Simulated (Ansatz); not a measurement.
## Single-point calculation of C2H2Cl4

C2H2Cl4 (1,1,2,2-tetrachloroethane), computed with HSE06/6-31G*, RKS (Ansatz 0.2.0).

The geometry comes from this level: PBE0-D4/def2-TZVP.

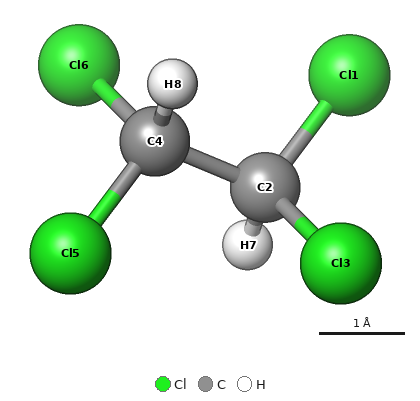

The structure (ball-and-stick view, seen at a tilt; atoms are numbered from 1 in the order of the input).

### Summary

| quantity | value |
| --- | --- |
| outcome | converged |
| total energy | −1917.342357 hartree |
| basis functions | 110 |
| SCF solution under orbital rotations | stable |
| hardware | 1 thread of Arm Neoverse V2, 24 GiB of memory available, shared host |
| wall time | 6 s |
| peak memory | 0.33 GiB |

### Input
```yaml
crystal:
  periodic: [false, false, false]
  atoms:
    - {symbol: Cl, position_ang: [-0.169850, -2.078130, 0.534160]}
    - {symbol: C, position_ang: [0.547010, -0.512930, 0.141680]}
    - {symbol: Cl, position_ang: [1.610000, -0.675230, -1.258850]}
    - {symbol: C, position_ang: [-0.547010, 0.512930, -0.141670]}
    - {symbol: Cl, position_ang: [0.169870, 2.078120, -0.534170]}
    - {symbol: Cl, position_ang: [-1.609990, 0.675250, 1.258860]}
    - {symbol: H, position_ang: [1.152380, -0.198060, 0.988960]}
    - {symbol: H, position_ang: [-1.152390, 0.198070, -0.988950]}
basis:
  gaussian: {orbitals: "6-31G*"}
total_charge: 0
hamiltonian: {xc: {name: HSE06, parameters: {omega: 0.7/bohr}}}
```

Launch command:
```bash
ansatz run in.yaml --threads 1 --pin off --max-ram 3480MiB --events-out events.jsonl --progress --plain --runs-dir runs
```

### Output
```
Functional definition: HSE06
  name "HSE06"
  parameter a = 0.25
  parameter omega = 0.11/bohr
  exchange = pbe_x - a*pbe_x_sr(omega) + a*exact_x_sr(omega)
  correlation = pbe_c
  with omega = 0.7/bohr from the input
1025 factors; integrals over basis functions are off by at most 7.1e-4 eV
564 factors; integrals over basis functions are off by at most 2.4e-5 eV
mean field evaluation 1: about -52171.9101 eV, gradient 2.5e1 eV
mean field evaluation 2: about -52169.5052 eV, gradient 4.0e1 eV
mean field evaluation 4: about -52173.3708 eV, gradient 6.5e-1 eV
mean field evaluation 8: about -52173.5434 eV, gradient 6.8e-2 eV
mean field evaluation 16: about -52173.5434 eV, gradient 2.6e-5 eV
mean field -52173.54342361 eV, -1917.3423563198 hartree, gradient 2.6e-5 eV, S^2 0.000000; 0 other end points of the search recorded, 0 dependent functions left out
reference -52173.54345091 eV, -1917.3423573230 hartree; 41, 41 occupied and 69, 69 virtual orbitals, 1025 factors
Total energy: -52173.54345091 eV, -1917.3423573230 hartree
```
